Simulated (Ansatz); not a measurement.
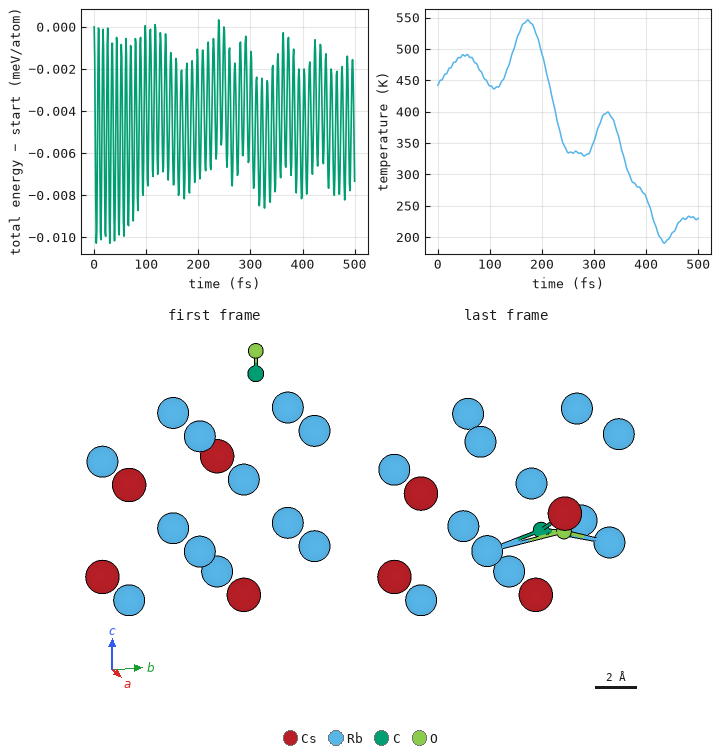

Molecular dynamics of CO on CsRb3(001) (18 atoms in the cell), 500 fs long. Style: ball-and-stick. Shown: the simulation cell, with the vacuum cut short, slightly off an axis. Bonds to atoms that aren't drawn are left out.

The calculation used DFT PBE, scalar-relativistic, plane waves, PAW (Ansatz). Run with plane-wave cutoff 420 eV; k-point mesh 1 × 1 × 1; Fermi-Dirac smearing 0.15 eV; low-accuracy preset; 4 atoms held fixed; constant energy (NVE); time step 1 fs; at the start 2 atoms move with typed velocities and the others are at rest.

Q: Check the integration.

A: The total energy stays between −0.01 and 0.00033 meV per atom of its start. A straight-line fit has a slope that amounts to +0.00022 meV per atom over 500 fs (under 0.1 % of the mean kinetic energy), its mean offset in the second half is under 0.1 %, and the ripple about the line is under 0.1 % of the kinetic energy's fluctuation. With a drift under 2 % and a ripple under 7 %, the integration is accurate. Over the second half the temperature averages 291 K (spread ±66 K). The potential energy is still drifting at the end, so the run hasn't reached equilibrium. The potential energy in the second half lies on average 15.2 meV per atom above the first frame.

Limits of the set-up: the program's low-accuracy preset was used.
